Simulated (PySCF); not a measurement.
## Electronic structure of C$_{3}$H$_{10}$F$_{2}$OSi$_{2}$ in real space

```xyz
18

C    -2.0825    0.8212   -1.2497
O    -1.1583   -0.1607   -0.8177
C    -1.2331   -0.4835    0.5210
F    -2.4435   -1.1227    0.7867
Si    0.2477   -1.6804    0.8192
Si    2.1229   -0.6343   -0.0576
C     1.7840    1.2579   -0.1965
F     1.1437    1.6983    0.9504
H    -1.9358    1.7545   -0.6937
H    -1.8912    0.9831   -2.3084
H    -3.1104    0.4761   -1.1101
H    -1.2552    0.4143    1.1588
H     0.2620   -1.9589    2.2623
H    -0.1212   -2.9239    0.1365
H     2.5501   -1.0245   -1.4075
H     3.3050   -0.7720    0.8060
H     1.1181    1.4998   -1.0279
H     2.6892    1.8622   -0.2901
```

Geometry: GFN2-xTB.

These are results of PySCF, PBE0/pcSseg-1, SCF density, gas phase, non-relativistic, not measurements.

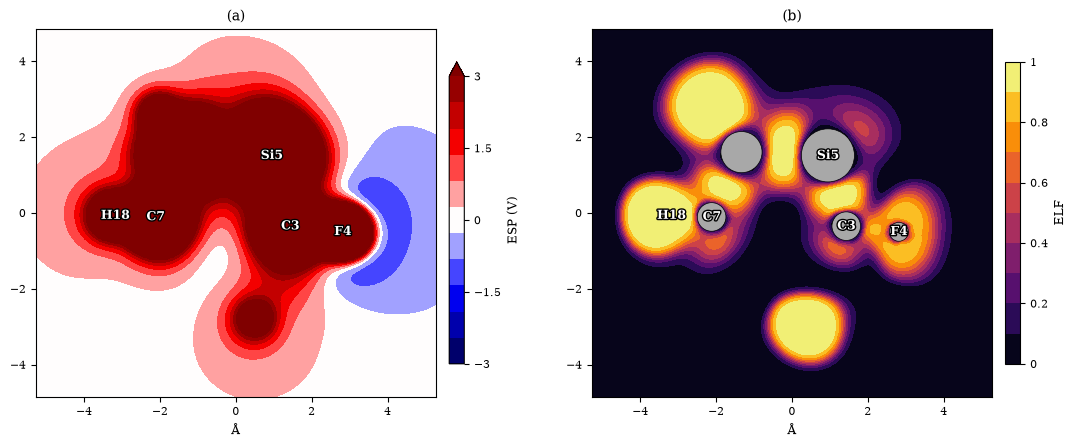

Figure 1. (a) molecular electrostatic potential; (b) ELF on the plane of atoms F4, C3 and Si5. Grey discs cover the atomic cores in the ELF map.

Interpret the plot.

The plane passes through C, F, Si and H nuclei. C–F (1.39 Å): the ELF peaks at about 0.80 between the atoms, as expected for a polar covalent bond. C–Si (1.93 Å): the ELF peaks at about 1 between the atoms; localised, covalent bonding. C–H (1.09 Å): the ELF climbs to about 1 towards the hydrogen, as it does in any bond to H (a covalent bond by its length). The ELF also peaks beside F4, away from the bonds: lone-pair regions. Outside the dense part of the molecule the potential is most negative (−1.2 V) near F4.

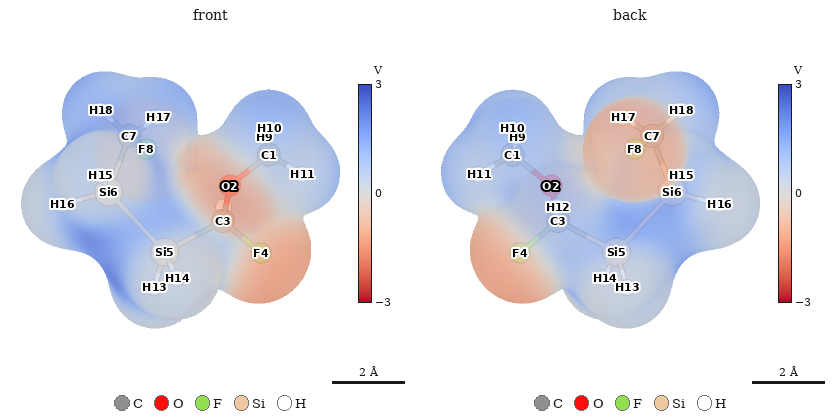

Figure 2. The electrostatic potential painted on the density surface at 0.004 e/bohr³, seen from the front and from behind; the colour scale runs from red (negative) to blue (positive).

Where is the surface potential most negative and most positive?

The most negative region (about −1.2 V) lies over O2 and F4, the most positive (about +2.0 V) over Si5 and Si6.
